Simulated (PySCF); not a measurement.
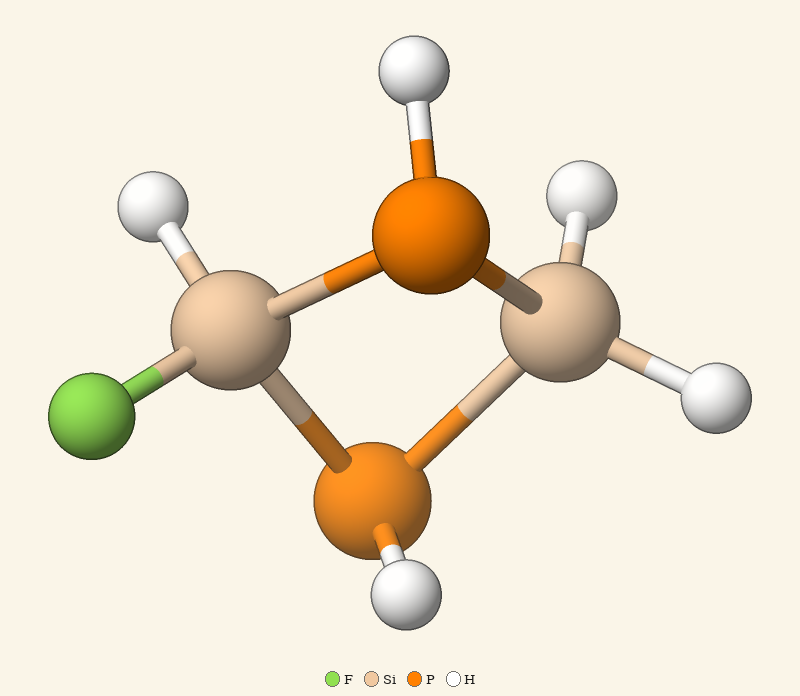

Rendered structure (ball-and-stick style). Every bond is drawn as one stick, whatever its order.

Describe the molecule.

It has 10 atoms: 1 fluorine, 5 hydrogen, 2 phosphorus and 2 silicon (FH₅P₂Si₂). As SMILES it reads `F[SiH]1P[SiH2]P1`. Independent rings (smallest set): 1 of 4 members. Among its groups: Si–H bond. This geometry has C1 symmetry. Coordination: 2 Si tetrahedral; 2 P trigonal pyramidal.

The parts below concern this one geometry. Atoms keep their numbers from picture to picture. The computed structure is the end point of a PBE0-D3(BJ)/def2-SVP optimisation. No frequency run is at hand to confirm it as a minimum.

## NMR shielding

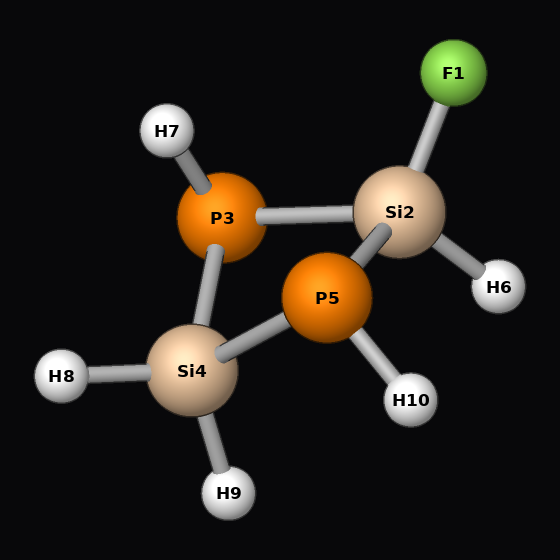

No frequency run is at hand to confirm it as a minimum. Method: GIAO CAM-B3LYP/pcSseg-2 NMR shielding, non-relativistic, gas phase (PySCF 2.14.0). Principal shieldings σ11 ≤ σ22 ≤ σ33, span Ω = σ33 − σ11, skew κ = 3(σiso − σ22)/Ω.

Question: Which Si atom has the most anisotropic shielding?

Answer: Si2, with a span of 141 ppm.

Give the shielding tensors of the Si atoms.

| atom | σ11 | σ22 | σ33 | σiso | Ω | κ |
| --- | --- | --- | --- | --- | --- | --- |
| Si2 | 252.1 | 280.3 | 393.1 | 308.5 | 141.0 | 0.60 |
| Si4 | 363.2 | 404.8 | 457.0 | 408.3 | 93.9 | 0.11 |

Shieldings and span in ppm.

## Dipole moment

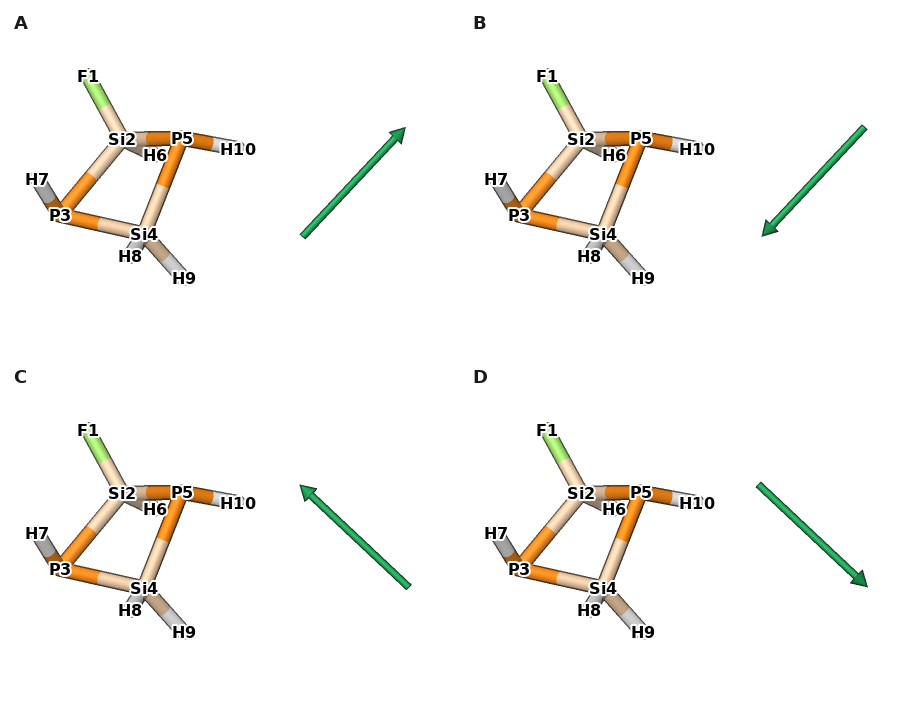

The same molecule four times, each with an arrow. No frequency run is at hand to confirm it as a minimum. Level of theory: PBE0/6-31G, gas phase (PySCF 2.14.0).

Question: Which arrow points along the dipole moment, from the negative to the positive end?

Answer: D. The dipole moment is 2.75 D; it points from the side of F1 to the side of H9 (the outermost atoms at the two ends).

## Charges

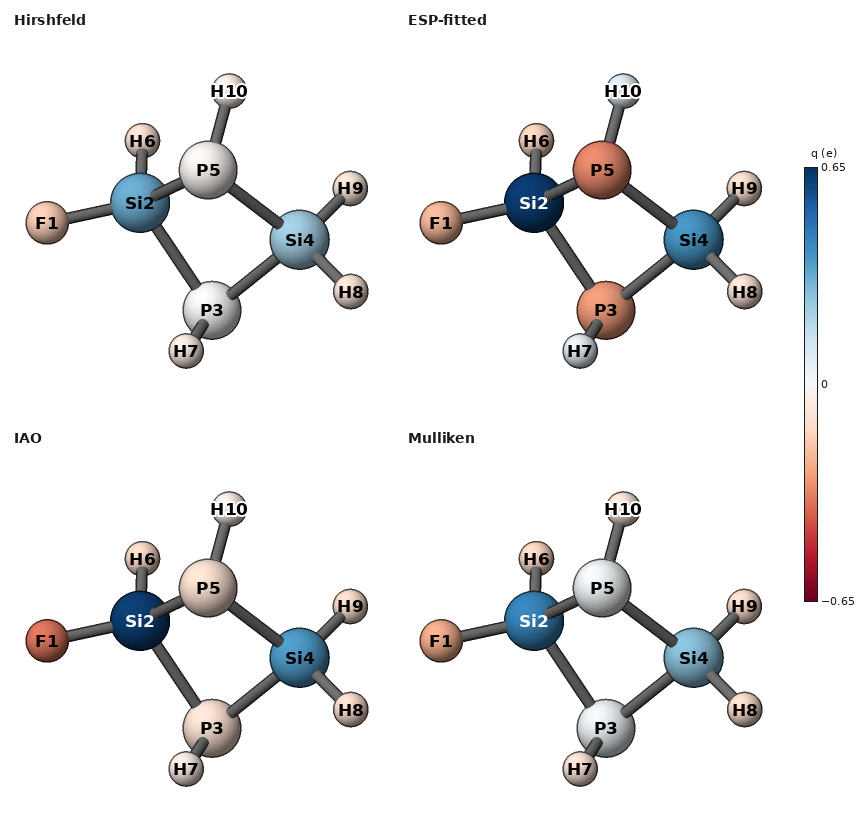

Atomic charges of one calculation by 4 schemes, on one colour scale. No frequency run is at hand to confirm it as a minimum. Level of theory: PBE0/STO-3G (PySCF 2.14.0).

Question: Which scheme gives the most polar picture (largest mean size of the charges)?

Answer: The ESP-fitted charges are the largest in size here, and the Hirshfeld charges the smallest.

Question: On which atom do the schemes disagree most?

Answer: On P5 (from −0.31 to 0.02 e).

List the charges (e), one line for each set of equivalent atoms.

```tsv
atom	Hirshfeld	ESP-fitted	IAO	Mulliken
F1	−0.16	−0.21	−0.35	−0.24
Si2	0.32	0.62	0.61	0.43
P3	−0.01	−0.28	−0.09	0.04
Si4	0.22	0.38	0.37	0.27
P5	−0.02	−0.31	−0.10	0.02
H6	−0.09	−0.14	−0.12	−0.13
H7	−0.05	0.06	−0.06	−0.09
H8	−0.08	−0.09	−0.11	−0.11
H9	−0.08	−0.10	−0.11	−0.11
H10	−0.05	0.08	−0.04	−0.08
```

## Bond orders

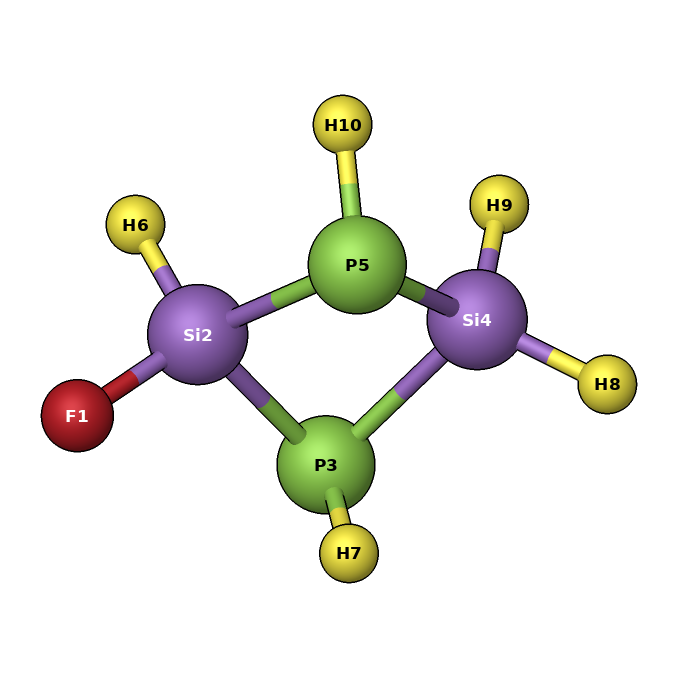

Every bond is drawn as one stick. No frequency run is at hand to confirm it as a minimum. Method: PBE0/6-31G (PySCF 2.14.0).

List the Mayer bond orders of F1–Si2, Si2–P3, Si2–P5, Si2–H6, P3–Si4, P3–H7, Si4–P5, Si4–H8, Si4–H9, P5–H10.

```json
{"bond": "F1–Si2", "Mayer order": "0.82", "length (Å)": "1.626"}
{"bond": "Si2–P3", "Mayer order": "0.79", "length (Å)": "2.266"}
{"bond": "Si2–P5", "Mayer order": "0.77", "length (Å)": "2.256"}
{"bond": "Si2–H6", "Mayer order": "0.85", "length (Å)": "1.490"}
{"bond": "P3–Si4", "Mayer order": "0.82", "length (Å)": "2.287"}
{"bond": "P3–H7", "Mayer order": "0.88", "length (Å)": "1.435"}
{"bond": "Si4–P5", "Mayer order": "0.80", "length (Å)": "2.281"}
{"bond": "Si4–H8", "Mayer order": "0.91", "length (Å)": "1.491"}
{"bond": "Si4–H9", "Mayer order": "0.89", "length (Å)": "1.492"}
{"bond": "P5–H10", "Mayer order": "0.89", "length (Å)": "1.428"}
```

Mulliken values depend strongly on the basis set and can even reverse the polarity of a bond.
